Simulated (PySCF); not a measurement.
## Electronic structure of C3H10BClN (SMILES C[N+](C)(C)BCl) (charge +1) in real space

```yaml
atoms:
  - { symbol: C, position_ang: [-0.9771, 0.6248, -0.8519] }
  - { symbol: N, position_ang: [0.0146, 0.0396, 0.0782] }
  - { symbol: C, position_ang: [1.1532, -0.4854, -0.7087] }
  - { symbol: C, position_ang: [-0.6201, -1.0855, 0.7976] }
  - { symbol: B, position_ang: [0.5230, 1.1425, 1.0653] }
  - { symbol: Cl, position_ang: [1.2591, 2.4821, 0.4448] }
  - { symbol: H, position_ang: [-1.8217, 1.0251, -0.2944] }
  - { symbol: H, position_ang: [-1.3389, -0.1420, -1.5364] }
  - { symbol: H, position_ang: [-0.5259, 1.4286, -1.4292] }
  - { symbol: H, position_ang: [1.6152, 0.3132, -1.2847] }
  - { symbol: H, position_ang: [0.8041, -1.2585, -1.3928] }
  - { symbol: H, position_ang: [1.9002, -0.9156, -0.0442] }
  - { symbol: H, position_ang: [-1.4702, -0.7309, 1.3762] }
  - { symbol: H, position_ang: [0.0930, -1.5487, 1.4760] }
  - { symbol: H, position_ang: [-0.9672, -1.8354, 0.0876] }
  - { symbol: H, position_ang: [0.3510, 0.9549, 2.2052] }
```

Geometry: GFN2-xTB.

Theory: PBE0/def2-SVPD, SCF density, gas phase in PySCF 2.14.0.

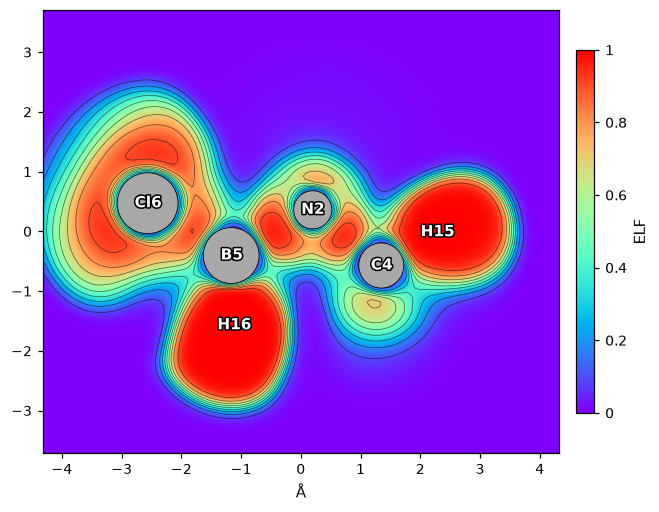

Figure 1. Electron localisation function on the plane of atoms N2, B5 and Cl6. Grey discs cover the atomic cores.

### Describe what can be read from this map.

The section cuts through N, C, B, Cl and H sites.
C–N (1.48 Å): the ELF peaks at about 0.95 between the atoms: localised, covalent bonding.
B–N (1.56 Å): the ELF peaks at about 0.95 between the atoms, as expected for a shared but strongly polarised pair.
B–Cl (1.65 Å): the ELF peaks at about 0.90 between the atoms (a polar covalent bond).
C–H (1.09 Å): the ELF climbs to about 1 towards the hydrogen, as it does in any bond to H: an ordinary covalent bond to hydrogen.
B–H (1.17 Å): the ELF climbs to about 1 towards the hydrogen; a covalent bond by its length.
The ELF also peaks beside Cl6, away from the bonds: lone-pair regions.

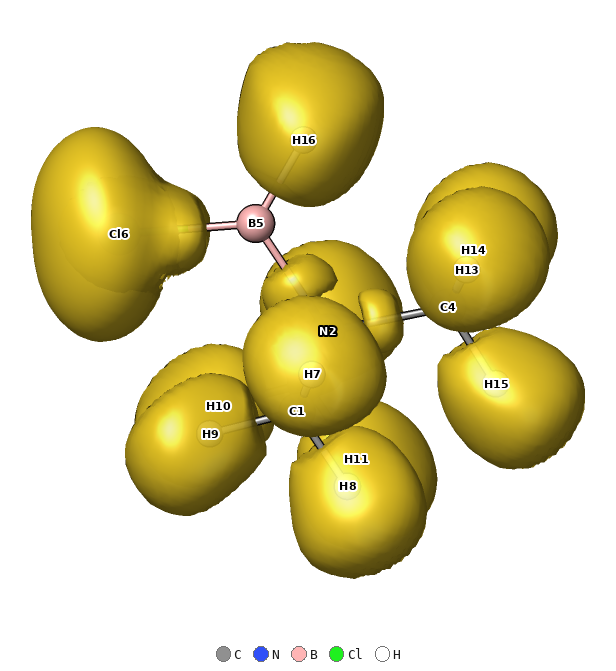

Figure 2. Isosurface of the electron localisation function at 0.8 (yellow), seen across its widest extent. Only the valence region is drawn (cores and ρ < 0.01 e/Å³ removed).

### Describe the localisation domains.

At this value the surface marks out one region between bonded B–N atoms (shared pairs), three regions between bonded C–N atoms (shared pairs), ten regions around hydrogen nuclei and one region on Cl in which the atom's valence shell and bonds are merged.
